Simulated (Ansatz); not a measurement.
BClH2O

Input file:

```
crystal:
  periodic: [false, false, false]
  atoms:
    - { symbol: B, position_ang: [0.295667, -0.068327, -0.073517] }
    - { symbol: Cl, position_ang: [0.517764, -0.157763, 1.736445] }
    - { symbol: H, position_ang: [1.272073, 0.203477, -0.699787] }
    - { symbol: O, position_ang: [-0.887423, -0.294353, -0.656264] }
    - { symbol: H, position_ang: [-1.583182, -0.529734, -0.026378] }
basis:
  gaussian: { orbitals: cc-pVDZ }
hamiltonian:
  xc: pbe0
relax:
  f_tol: 0.03
  max_steps: 50
output:
  orbitals: {}
```

Run with:

```sh
ansatz run input.yaml --threads 1 --pin off --max-ram 2048MiB --backend cpu --events-out ev --progress --plain --runs-dir out
```

The fields are those of the run's last geometry, not of the input's.

All numbers below come from RKS PBE0/cc-pVDZ (Ansatz).

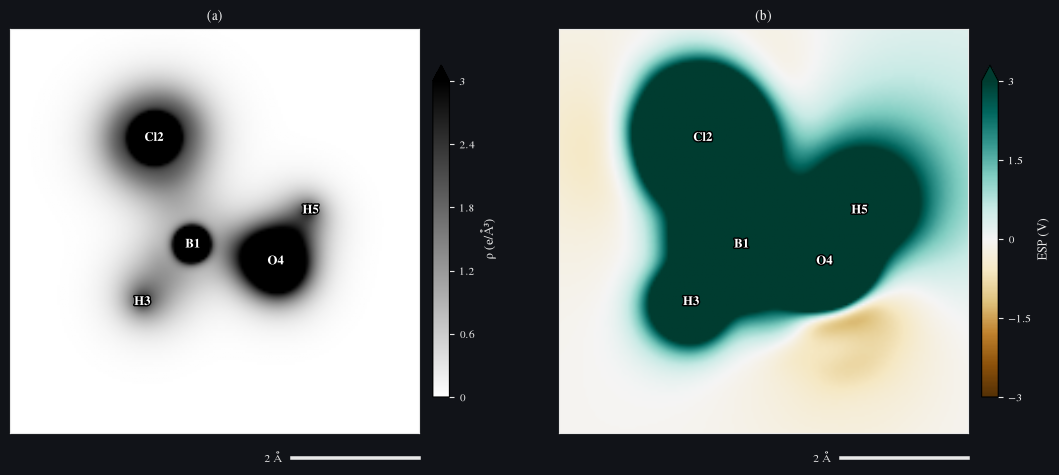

Figure 1. (a) total electron density; (b) molecular electrostatic potential on the molecular plane.

**Interpret the plot.**

Atoms in the plane: B, Cl, H and O.
B–O (1.34 Å): ρ at the midpoint is about 2.2 e/Å³.
B–Cl (1.78 Å): the density is about 1.3 e/Å³ at the midpoint.
O–H (0.97 Å): the density is about 3.7 e/Å³ at the midpoint.
B–H (1.20 Å): ρ is about 1.2 e/Å³ halfway.
Outside the dense part of the molecule the potential is most negative (−1.2 V) near O4.

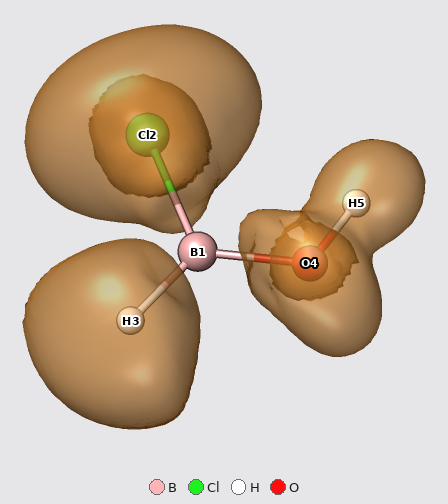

Figure 2. Isosurface of the ELF at 0.75 (orange), seen at a tilt. Core shells and regions of very low density are left out.

**Identify the bonds, lone pairs and shells in this picture.**

The surface consists of one region around a hydrogen nucleus, one region on Cl in which the atom's valence shell and bonds are merged and one joined region spread over several atoms (H, O), in which their bonds and any lone pairs are merged. Along the contacts the grid gives the following. B–O (1.34 Å): the ELF peaks at about 0.90 between the atoms (a polar covalent bond). B–Cl (1.78 Å): the ELF peaks at about 0.90 between the atoms; a shared but strongly polarised pair.

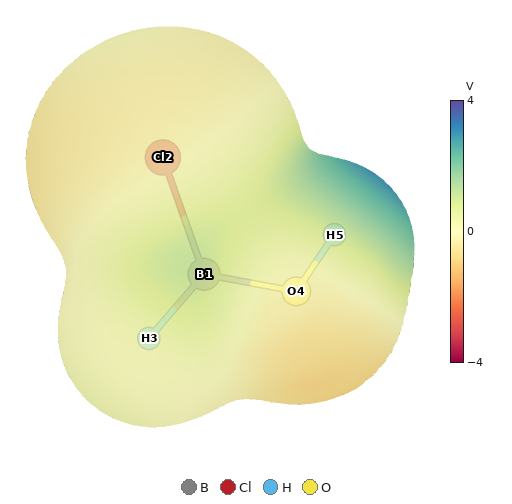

Figure 3. The electrostatic potential painted on the density surface at 0.002 e/bohr³, seen across its widest extent; red is negative and blue positive.

**Describe the electrostatic potential map.**

The most negative region (about −0.9 V, or −21 kcal/mol for a unit charge) lies over O4, the most positive (about +2.9 V, or +67 kcal/mol for a unit charge) over H5.

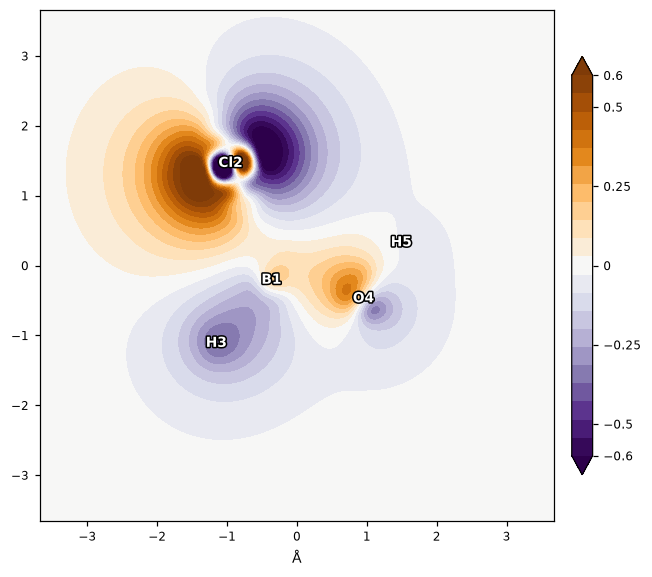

Figure 4. The HOMO on the molecular plane (values in Å⁻³ᐟ²; the overall sign is arbitrary).

**Where does this orbital lie, and at what energy?**

By Hirshfeld shares it lies mainly on Cl2 (about 80 %), B1 (about 10 %) and H3 (about 5 %); it is symmetric in the molecular plane (an in-plane orbital: σ, lone-pair or in-plane π type); largely a lone pair of Cl2. Its energy is −9.01 eV.
